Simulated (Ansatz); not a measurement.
Input file:

```
crystal:
  periodic: [false, false, false]
  atoms:
    - { symbol: Si, position_ang: [0.0, 0.0, 0.0] }
    - { symbol: Cl, position_ang: [1.2713, 0.0, 1.9526] }
    - { symbol: H, position_ang: [1.6559, 0.0, 0.1178] }
    - { symbol: C, position_ang: [-0.8808, 1.5259, -0.6227] }
    - { symbol: H, position_ang: [-1.9334, 1.2723, -0.8671] }
    - { symbol: H, position_ang: [-0.8624, 2.3106, 0.1622] }
    - { symbol: H, position_ang: [-0.3704, 1.9025, -1.5336] }
    - { symbol: H, position_ang: [-0.6877, -1.1914, -0.4862] }
basis:
  gaussian: { orbitals: def2-SVP }
hamiltonian:
  xc: b3lyp
  dispersion: d4
relax:
  f_tol: 0.15
  max_steps: 25
  restrain:
    - { distance: [1, 2], at: 2.57, k: 30.0 }
    - { distance: [0, 1], at: 2.13, k: 30.0 }
    - { distance: [0, 2], at: 1.46, k: 30.0 }
output:
  orbitals: {}
```

Command:

```sh
ansatz run input.yaml --threads 1 --pin off --max-ram 2048MiB --backend cpu --events-out ev --progress --plain --runs-dir out
```

The fields are those of the run's last geometry, not of the input's.

Not at a stationary point (largest force 1.0 eV/Å).

Method: RKS B3LYP-D4/def2-SVP (Ansatz).

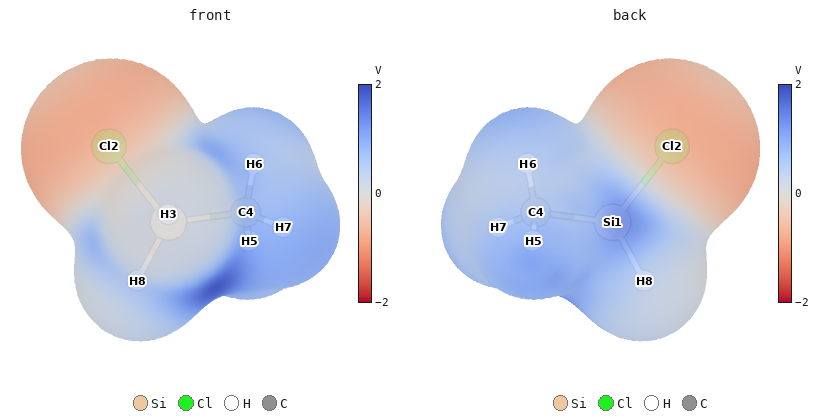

CH5ClSi. The electrostatic potential painted on the density surface at 0.002 e/bohr³, seen from the front and from behind; the colour scale runs from red (negative) to blue (positive).

Describe the electrostatic potential map.

Answer. The most negative region (about −0.8 V, or −18 kcal/mol for a unit charge) lies over Cl2, the most positive (about +1.8 V, or +42 kcal/mol for a unit charge) over Si1.
